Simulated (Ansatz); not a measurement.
# Strength of the C–C bond: C6H12 → C3H7 + C3H5

Species: C6H12 (2,3-dimethyl-1-butene) `C=C(C)C(C)C`, singlet; C3H7 (methylethyl) `C[CH]C`, doublet; C3H5 `C=[C]C`, doublet. 

Shapes, held fixed at every level: PBE0-D4/def2-TZVP. Flexible molecules stand in one conformer, not always the lowest. Programs: Ansatz 0.2.0. Electronic energies: no zero-point or thermal term.

```tsv
level	kind	ΔE (kJ/mol)
HF/def2-SVP	Hartree–Fock	+281.8
SPW92/def2-TZVPP	LDA	+464.9
PBE-D4/def2-TZVPP	GGA	+398.8
r2SCAN-D4/def2-TZVPP	meta-GGA	+375.0
B3LYP-D4/def2-TZVPP	global hybrid	+391.1
BHLYP-D4/def2-TZVPP	global hybrid	+388.7
B2PLYP/def2-TZVPP	double hybrid	+395.8
```

B2PLYP/def2-TZVPP gives ΔE = +395.8 kJ/mol; the levels span +281.8 to +464.9. The median of the levels is +391.1. Hartree–Fock misses the correlation of the pair that is broken and comes out low. No measured value is set beside it here. Spin contamination: C3H5 (⟨S²⟩ up to 0.91). Open shells run unrestricted unless RO is named.

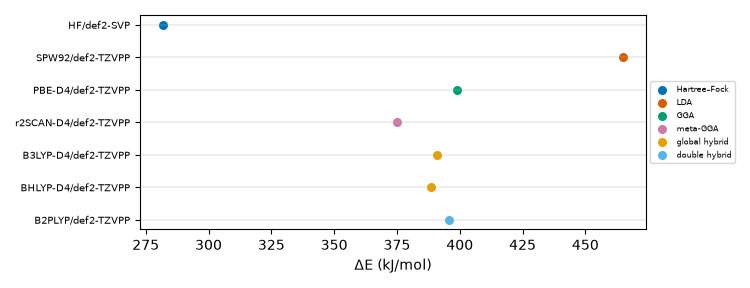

The values of the table, level by level.
